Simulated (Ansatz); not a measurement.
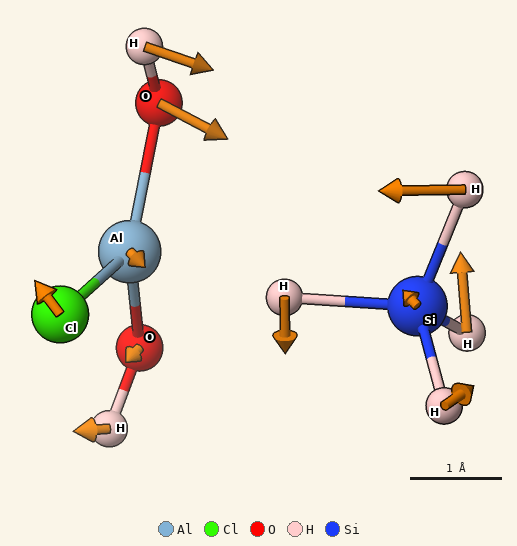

A relaxation of AlSiH$_{6}$O$_{2}$Cl. The starting structure is drawn; orange arrows show the displacements, at their true length. The two geometries are superimposed by the best rigid fit.

Style: ball-and-stick. Shown at a tilt.

The run prepares an end point of a later path (reaction) calculation, from a guessed geometry.

Level of theory: Ansatz, RKS PBE0-D4/6-31G*.

Input
```yaml
crystal:
  periodic: [false, false, false]
  atoms:
    - { symbol: Al, position_ang: [-0.002089, -0.46274, -0.035123] }
    - { symbol: Cl, position_ang: [0.017986, -1.02455, 2.084256] }
    - { symbol: O, position_ang: [1.440234, -0.427544, -0.928327] }
    - { symbol: H, position_ang: [2.266329, -0.718125, -0.534549] }
    - { symbol: O, position_ang: [-1.477487, -0.232411, -0.846837] }
    - { symbol: H, position_ang: [-2.303041, -0.354661, -0.369458] }
    - { symbol: Si, position_ang: [0.089258, 2.860116, 1.106543] }
    - { symbol: H, position_ang: [0.814374, 3.287316, 2.330343] }
    - { symbol: H, position_ang: [0.812151, 3.297648, -0.114033] }
    - { symbol: H, position_ang: [-1.303716, 3.373822, 1.1049] }
    - { symbol: H, position_ang: [0.040501, 1.381629, 1.141885] }
basis:
  gaussian: { orbitals: "6-31G*" }
hamiltonian:
  xc: pbe0
  dispersion: d4
relax:
  f_tol: 0.03
  max_steps: 50
```

Launched with:
```bash
ansatz run input.yaml --threads 2 --pin off --max-ram 3072MiB --backend cpu --events-out ev --progress --plain --runs-dir out
```

**Describe the change and its energy.**

Over 19 accepted moves (20 points after the start) the energy falls by 5.97 kcal/mol. The largest force component goes from 1.1 to 0.027 eV/Å. The line search rejected the trial step at point 10 of the run. The largest move after the best rigid fit is that of H10, 1.03 Å. By element the largest moves are H 1.03 Å, O 0.89 Å, Cl 0.49 Å, Al 0.29 Å, Si 0.27 Å. Some distances before and after: Al1–Si7 3.515 → 3.056 Å, Al1–H11 2.188 → 1.983 Å, Al1–Cl2 2.193 → 2.115 Å, Si7–H11 1.480 → 1.517 Å. Bond angles that change, for instance: H8–Si7–H11 106.5° → 102.2°, H9–Si7–H10 110.7° → 114.8°.
